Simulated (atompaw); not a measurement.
**W: generating and testing a PAW (atompaw) potential**

Task: generate the file, and judge it by its logarithmic derivatives, its ghosts and its cutoff.

Method: atompaw 4.2.0.5, LDA (PW92), scalar-relativistic.

## 1. The atom and the settings

The settings as typed:

```json
{"element": "tungsten (W, Z = 74)", "type": "PAW", "frozen core": "[Kr] 4d10", "valence charge": "28", "reference configuration": "4f14 5s2 5p6 5d4 6s2 6p0", "partial waves": "5s (bound): rc 1.20 bohr; 6s (bound): rc 1.85 bohr; 5p (bound): rc 1.55 bohr; 6p (bound, empty): rc 1.85 bohr; 5d (bound): rc 1.85 bohr; 5d channel at 3.4 Ry: rc 1.85 bohr; 4f (bound): rc 1.20 bohr; 4f channel at -1.05 Ry: rc 1.20 bohr", "local potential": "troulliermartins scheme with l = 4 at 0 Ry, radius 1.50 bohr", "core correction": "smooth core density matched at 1.55 bohr", "augmentation charge": "besselshape compensation charge, radius 1.80 bohr; PAW radius 1.85 bohr; waves and projectors: custom polynom gramschmidtortho"}
```

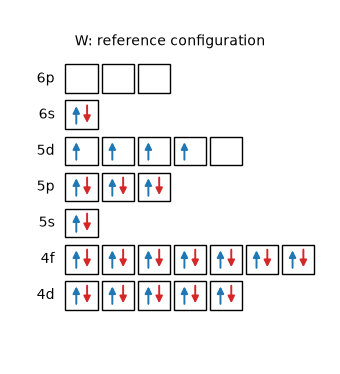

The outer shells as boxes. The arrows follow Hund's rule for the drawing; the calculation itself is spin-unpolarised.

An earlier all-electron run gives the scale for the radii.

All-electron outer shells of the reference configuration (LDA (PW92), scalar-relativistic, ld1.x):

```json
{"shell": "4p", "level (eV)": "-422.96", "outermost node (bohr)": "0.24", "outermost maximum (bohr)": "0.44"}
{"shell": "4d", "level (eV)": "-238.25", "outermost node (bohr)": "0.22", "outermost maximum (bohr)": "0.45"}
{"shell": "5s", "level (eV)": "-79.30", "outermost node (bohr)": "0.53", "outermost maximum (bohr)": "0.96"}
{"shell": "5p", "level (eV)": "-43.39", "outermost node (bohr)": "0.57", "outermost maximum (bohr)": "1.09"}
{"shell": "4f", "level (eV)": "-33.46", "outermost node (bohr)": "–", "outermost maximum (bohr)": "0.43"}
{"shell": "6s", "level (eV)": "-5.90", "outermost node (bohr)": "1.28", "outermost maximum (bohr)": "2.64"}
{"shell": "5d", "level (eV)": "-4.68", "outermost node (bohr)": "0.63", "outermost maximum (bohr)": "1.50"}
{"shell": "6p", "level (eV)": "-1.46", "outermost node (bohr)": "1.54", "outermost maximum (bohr)": "3.75"}
```

## 2. Generating the potential

File W.input:

```
W 74
LDA-PW scalarrelativistic loggrid 2001 logderivrange -8 5 326
6 6 5 4 0 0
6 1 0
5 2 4
0 0 0
c
c
c
c
v
v
c
c
c
v
v
c
c
v
v
3
1.85 1.80 1.50 1.55
n
n
y
3.4
n
y
-1.05
n
custom polynom gramschmidtortho besselshape
4 0 troulliermartins
1.20
1.85
1.55
1.85
1.85
1.85
1.20
1.20
PWSCFOUT
UPFDX 0.0125d0 UPFXMIN -7.d0 UPFZMESH 74.d0
END
```

Launch:

```
$ atompaw < W.input > W.log
```

The output, the file W (summary file):

```text
 Completed calculations for W (AE)

 Exchange-correlation type: LDA, Perdew-Wang correlation

 Radial integration grid is logarithmic 
 r0 =   9.2376146E-05 h =   6.8358348E-03   n =      2001 rmax =   8.0000000E+01

 Scalar relativistic calculation

 AEatom converged in  40 iterations
   nz     =  74.00
   delta  =       4.535762073142E-16

 All Electron Orbital energies:         
  n  l      occupancy      energy
  1  0      2.0000000E+00 -5.1037251E+03
  2  0      2.0000000E+00 -8.8097862E+02
  3  0      2.0000000E+00 -2.0285794E+02
  4  0      2.0000000E+00 -4.1799145E+01
  5  0      2.0000000E+00 -5.8283020E+00
  6  0      2.0000000E+00 -4.3387333E-01
  2  1      6.0000000E+00 -7.7072350E+02
  3  1      6.0000000E+00 -1.7021398E+02
  4  1      6.0000000E+00 -3.1087084E+01
  5  1      6.0000000E+00 -3.1888036E+00
  6  1      0.0000000E+00 -1.0752472E-01
  3  2      1.0000000E+01 -1.3260993E+02
  4  2      1.0000000E+01 -1.7511333E+01
  5  2      4.0000000E+00 -3.4391848E-01
  4  3      1.4000000E+01 -2.4593663E+00

 Total energy
   Total                    :   -32266.19224731190116

 ---
 Completed calculations for W (SC)

 Exchange-correlation type: LDA, Perdew-Wang correlation

 Radial integration grid is logarithmic 
 r0 =   9.2376146E-05 h =   6.8358348E-03   n =      2001 rmax =   8.0000000E+01

 Scalar relativistic calculation

 SCatom converged in   4 iterations
   nz     =  74.00
   delta  =       8.281424451571E-15

 Valence Electron Orbital energies:         
  n  l      occupancy      energy
   5  0      2.0000000E+00 -5.8283020E+00
   6  0      2.0000000E+00 -4.3387333E-01
   5  1      6.0000000E+00 -3.1888036E+00
   6  1      0.0000000E+00 -1.0752471E-01
   5  2      4.0000000E+00 -3.4391848E-01
   4  3      1.4000000E+01 -2.4593663E+00

 Total energy
   Total                    :   -32266.19224723475054
   Valence                  :    -1290.37390666869214

 PAW parameters: 
       lmax =            3
         rc =    1.8504574978818693     
        irc =         1450
   rc_shape =    1.8005428120772022     
    rc_vloc =    1.5073399854017788     
    rc_core =    1.5597533994302804     
   Vloc: Norm-conserving Troullier-Martins with l= 4;e=   0.0000E+00
   Projector type: polynomial pseudization + Gram-Schmidt ortho.
   Bessel compensation charge shape zeroed at   1.8005E+00

 Number of basis functions     8
 No.   n  nodes  l      Energy         Cp coeff         Occ
  1    5    4    0   -0.5828302E+01  0.1000000E+01  0.2000000E+01
  2    6    5    0   -0.4338733E+00  0.4361607E-01  0.2000000E+01
  3    5    3    1   -0.3188804E+01  0.1000000E+01  0.6000000E+01
  4    6    4    1   -0.1075247E+00  0.6771718E-01  0.0000000E+00
  5    5    2    2   -0.3439185E+00  0.1000000E+01  0.4000000E+01
  6  999    3    2    0.3400000E+01  0.1380557E+00  0.0000000E+00
  7    4    0    3   -0.2459366E+01  0.1000000E+01  0.1400000E+02
  8  999    1    3   -0.1050000E+01  0.2842985E-02  0.0000000E+00

 Eigenvalues of overlap operator (in the basis of projectors):
    1        1.06765390E-01
    2        8.41127277E-01
    3        9.01343969E-01
    4        1.22702499E+00
    5        5.87991836E+00
    6        4.04239768E+01
    7        8.00156694E+01
    8        1.85278900E+02

 Orbital leakage outside PAW augmentation regions
   orb  is_core?  %out_of_sphere
   1 0    T           0.00
   2 0    T           0.00
   3 0    T          -0.00
   4 0    T           0.00
   5 0    F           2.83
   6 0    F          91.30
   2 1    T          -0.00
   3 1    T          -0.00
   4 1    T           0.00
   5 1    F           9.38
   6 1    F          97.44
   3 2    T           0.00
   4 2    T           0.00
   5 2    F          50.91
   4 3    F           0.46

 Summary of PAW energies
   Total valence energy     :  -1290.37397642142878
   Smooth energy            :     98.42252365718377
   One center               :  -1388.79650007861255
   Smooth kinetic           :    117.64176638433253
   Vloc energy              :    -43.22508088496853
   Smooth exch-corr         :    -24.00938648315730
   One-center xc            :   -602.55208423590796
```

Wall time 25 s (1 thread of Intel Xeon Platinum 8175M at 2.50GHz, shared host).

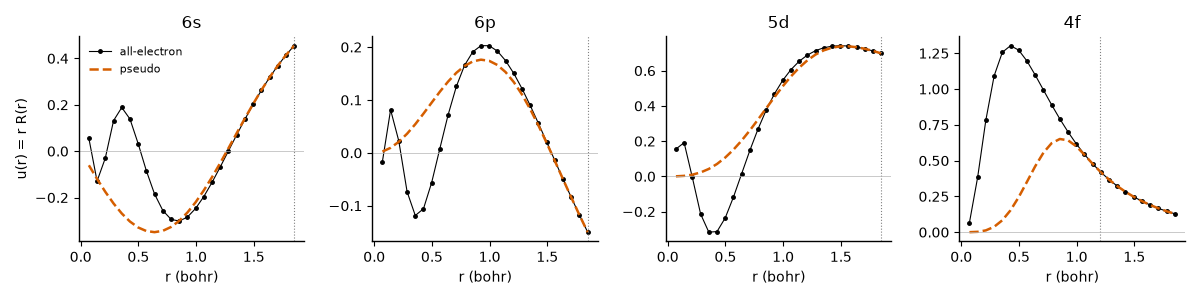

Bound waves of the atom and their pseudo partners (6s, 6p, 5d, 4f), with the matching radii dotted. The curves join 26 sampled radii, too few to resolve the innermost nodes.

## 3. Does it scatter like the atom?

Taken from the files of the generation run. The phase is arctan(r·u′/u) with u = r·R, unwrapped, with energies in Ry. A pole is an energy at which the radial function vanishes at the test radius. The pseudo phase is shifted by a multiple of π to meet the all-electron one at the reference energy. Levels narrower than the energy grid can be missing from the poles. The last column is the largest difference on the grid between −1 and +1 Ry.

```tsv
channel	radius (bohr)	reference (Ry)	poles AE	poles PS	window around the reference with phases within 0.05 rad (Ry)	largest difference near zero (rad)
s	1.85	-0.43	-5.32	-5.32	below 2.0	0.004
p	1.85	-0.11	-2.12	-2.12	below 3.6	0.000
d	1.85	-0.34	2.40	2.40	the whole range	0.000
f	1.85	-2.46	-2.40	-2.40	below 2.5	0.002
```

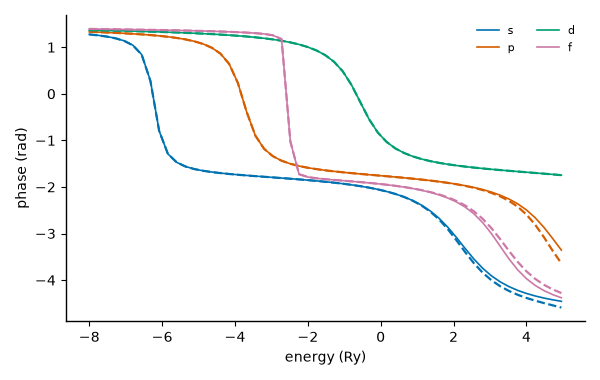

All-electron (solid) and pseudo (dashed) phases against energy.

## 4. Plane-wave convergence, by spherical Bessel functions

A separate test, outside the generator: the pseudo-atom's Hamiltonian at the reference potential is diagonalised in spherical Bessel functions j_l(qr) that vanish at 20 bohr, with q² up to the cutoff.

All-electron valence levels (Ry): 5s -5.8283, 6s -0.4339, 5p -3.1888, 6p -0.1075, 5d -0.3439, 4f -2.4594. The lowest levels of each channel (Ry) by cutoff; the last column sums, over occupied levels, occupation times the distance from the level at 400 Ry. A positive value at high cutoff is not a bound level.

```
cutoff (Ry)     s #1     s #2     p #1     p #2     d #1     f #1  Σ f·Δε (mRy)
          8  -5.6625  -0.4043  -1.9902  -0.0561  -0.0908   0.1109       44577.8
         15  -5.7537  -0.4331  -3.0597  -0.1047  -0.2854   0.1109       37142.2
         25  -5.7815  -0.4337  -3.1869  -0.1074  -0.3428   0.1108       36092.7
         40  -5.8245  -0.4339  -3.1884  -0.1075  -0.3437  -1.6871       10823.3
         55  -5.8269  -0.4339  -3.1888  -0.1075  -0.3439  -2.2345        3151.7
         90  -5.8282  -0.4339  -3.1888  -0.1075  -0.3439  -2.4494         140.1
        120  -5.8282  -0.4339  -3.1888  -0.1075  -0.3439  -2.4551          59.8
        160  -5.8283  -0.4339  -3.1888  -0.1075  -0.3439  -2.4588           8.4
        180  -5.8283  -0.4339  -3.1888  -0.1075  -0.3439  -2.4588           7.7
        260  -5.8283  -0.4339  -3.1888  -0.1075  -0.3439  -2.4593           1.1
        300  -5.8283  -0.4339  -3.1888  -0.1075  -0.3439  -2.4593           0.4
        400  -5.8283  -0.4339  -3.1888  -0.1075  -0.3439  -2.4594           0.0
```

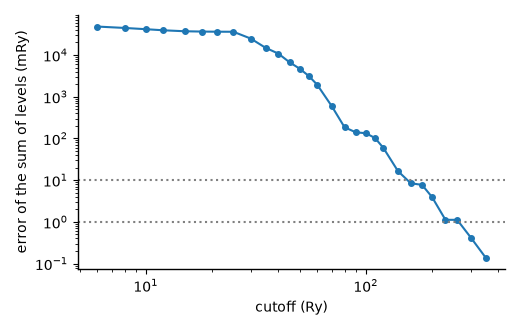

Occupation-weighted error of the valence levels against the cutoff; the dotted lines mark 10 and 1 mRy.

The sum stays within 10 mRy from 160 Ry and within 1 mRy from 300 Ry. The sum leaves out empty levels, which can need more. Ghost test: no level below the all-electron spectrum of its channel (s, p, d, f tested).

## 5. Summary of results

```
                                                quantity                                              value
               cutoffs for 10 and 1 mRy, occupied levels                                  160 Ry and 300 Ry
                                            bound ghosts                                         none found
largest phase difference near zero energy, channels read                                          0.004 rad
         lowest eigenvalue of the overlap (Bessel basis)                                          0.326 (s)
        share of valence orbitals outside the PAW sphere  5s 3 %, 6s 91 %, 5p 9 %, 6p 97 %, 5d 51 %, 4f 0 %
                                                UPF file                                            written
```

In words: The potential is very hard: the looser tolerance needs 160 Ry. The slowest occupied level is 4f: taken alone it needs 160 Ry to come within 1 mRy, against 70 Ry for 5s. No bound ghost shows below the valence levels. Near zero energy the phases of the channels with partial waves agree within 0.004 rad.
